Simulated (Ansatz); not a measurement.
# BH5OSi: ladder of methods at one geometry

How do the methods compare on BH5OSi, in result and in cost? The task is a ladder of methods at one geometry, for BH5OSi. SMILES: OB[SiH3].

All numbers are computed with Ansatz 0.2.0 through its Python package. The levels of theory stand in the script.

### 1 The system

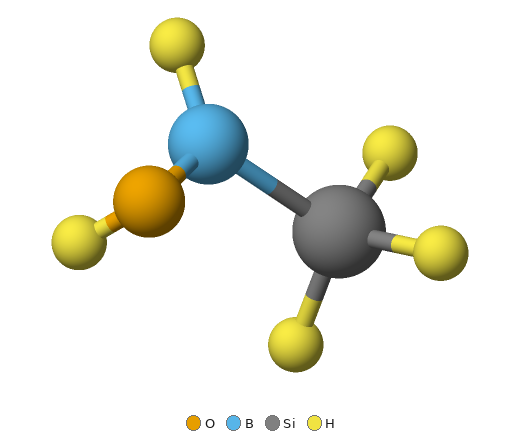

The starting structure, viewed from a chosen angle; oxygen amber, boron blue, silicon grey, hydrogen yellow.

Input file bh5osi.xyz:

```xyz
8

O    -1.57800    0.80360   -0.59110
B    -0.17800    0.74580   -0.49230
Si    0.58810   -0.59180    0.64840
H    -1.78690    0.26170   -1.36080
H     0.51980    1.48320   -1.11420
H     0.16670   -0.36470    2.04320
H     2.11280   -0.48140    0.60710
H     0.24760   -1.91360    0.20390
```

### 2 The code

Input file bh5osi.py:

```python
# -*- coding: utf-8 -*-
"""One geometry of BH5OSi, method by method."""

import logging
import sys
import warnings

import ansatz as az

logging.basicConfig(stream=sys.stdout, format="%(levelname)s %(message)s")
log = logging.getLogger("bh5osi")
log.setLevel(logging.INFO)

warnings.simplefilter("ignore", az.DeckWarning)

bh5osi = az.Crystal.molecule_from_extxyz("bh5osi.xyz")

calc = bh5osi.calculation().basis(gaussian="def2-SVP")

methods = ["mp2", "ccsd", "ccsd_t"]
reports = [calc.correlation(m).run().report for m in methods]
log.info(f"Hartree-Fock reference {reports[0]['reference_energy_ev'] / 27.211386246:.6f} Ha")
best = reports[-1]["free_energy_ev"] - reports[-1]["reference_energy_ev"]
for method, each in zip(methods, reports):
    gained = each["free_energy_ev"] - each["reference_energy_ev"]
    log.info(f"{method:8s} total {each['free_energy_ev'] / 27.211386246:.6f} Ha  correlation {gained:9.4f} eV  ({100 * gained / best:.1f} % of the last)")
```

### 3 The input behind the calls

The engine receives this input (first run):

```yaml
crystal:
  periodic: [false, false, false]
  atoms:
    - { symbol: O, position_ang: [-1.578, 0.8036, -0.5911] }
    - { symbol: B, position_ang: [-0.178, 0.7458, -0.4923] }
    - { symbol: Si, position_ang: [0.5881, -0.5918, 0.6484] }
    - { symbol: H, position_ang: [-1.7869, 0.2617, -1.3608] }
    - { symbol: H, position_ang: [0.5198, 1.4832, -1.1142] }
    - { symbol: H, position_ang: [0.1667, -0.3647, 2.0432] }
    - { symbol: H, position_ang: [2.1128, -0.4814, 0.6071] }
    - { symbol: H, position_ang: [0.2476, -1.9136, 0.2039] }
basis:
  gaussian:
    orbitals: def2-SVP
correlation:
  method: mp2
```

### 4 Running it

Command:

```bash
$ python bh5osi.py
```

The program printed:

```text
INFO Hartree-Fock reference -391.209862 Ha
INFO mp2      total -391.583507 Ha  correlation  -10.1674 eV  (87.8 % of the last)
INFO ccsd     total -391.625820 Ha  correlation  -11.3188 eV  (97.7 % of the last)
INFO ccsd_t   total -391.635500 Ha  correlation  -11.5822 eV  (100.0 % of the last)
```

Run time: 2.9 s. Hardware: 1 thread of AMD EPYC 9R45 (Zen 5), shared host; peak memory 0.25 GiB.

### 5 What changed from run to run

The engine's inputs for the other runs:

Run 2, against run 1:

```diff
@@ -16 +16 @@
-  method: mp2
+  method: ccsd
```

Run 3, against run 1:

```diff
@@ -16 +16 @@
-  method: mp2
+  method: ccsd_t
```

Lines on the test bed's own set-up are left out of the output.

A comment line of the script is reworded here; the code is as run.

### 6 The runs side by side

One row for each of the 3 runs:

```
run  method  energy (eV)  iterations in all  CPU time (s)
  1     mp2  -10655.5301                 12          0.29
  2    ccsd  -10656.6814                 18           1.1
  3  ccsd_t  -10656.9449                 18           1.2
```

Correlation energies (total less mean field):

```
method  correlation (eV)  share of the last  miss against the last (eV)  CPU time (s)
   mp2           -10.167             87.8 %                      +1.415          0.29
  ccsd           -11.319             97.7 %                      +0.263           1.1
ccsd_t           -11.582            100.0 %                      +0.000           1.2
```

### 7 What came out

| quantity | value |
| --- | --- |
| runs compared | 3 |
| correlation energy, last run | -11.582 eV |

mp2 catches 88 % of the correlation energy of ccsd_t. The geometry is a force-field or estimated start, not a minimum of this method, and the basis set is short of its limit. A lower total doesn't mark the better method: functionals have no common bound, and MP2 and coupled cluster aren't variational. Inner cores stay frozen, so this is valence correlation.
